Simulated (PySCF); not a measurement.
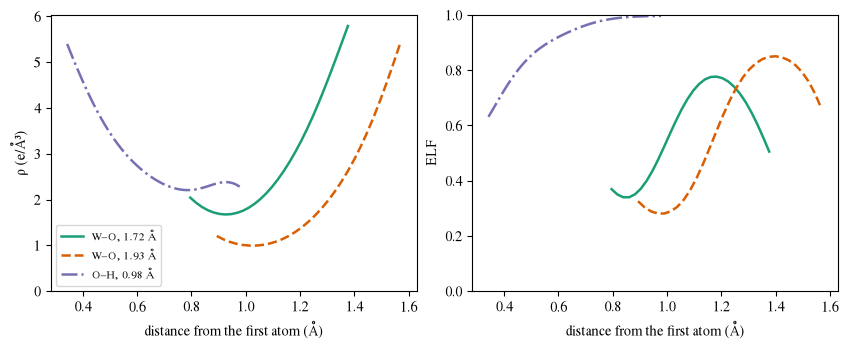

*H4O5W (W(O)(OH)4). Electron density and ELF along straight lines between neighbouring atoms. The curves leave out the atomic cores.*

Core potentials replace the inner electrons of W.

Level of theory: PySCF, RKS BP86, W def2-SVP with ECP60, O def2-SVP, H def2-SVP; non-relativistic Hamiltonian with scalar-relativistic core potentials where named; density fitting.

```csv
atom,x (Å),y (Å),z (Å)
W,0.0000,0.0000,0.1586
O,0.0000,0.0000,1.8785
O,1.8315,0.2628,-0.3935
H,2.5095,-0.3945,-0.1407
O,-0.2628,1.8315,-0.3935
H,0.3945,2.5095,-0.1407
O,-1.8315,-0.2628,-0.3935
H,-2.5095,0.3945,-0.1407
O,0.2628,-1.8315,-0.3935
H,-0.3945,-2.5095,-0.1407
```

Question: Compare the contacts.

Answer: W–O (1.72 Å): ρ at the midpoint is about 1.8 e/Å³; the ELF peaks at about 0.80 in the valence shell of O, 0.5 Å from its nucleus, and drops to about 0.35 between the two atoms.
W–O (1.93 Å): the density is about 1 e/Å³ at the midpoint; the ELF peaks at about 0.85 in the valence shell of O, 0.5 Å from its nucleus, and drops to about 0.30 between the two atoms.
O–H (0.98 Å): ρ at the midpoint is about 3.6 e/Å³; the ELF climbs to about 1 towards the hydrogen, as it does in any bond to H: a covalent bond by its length.
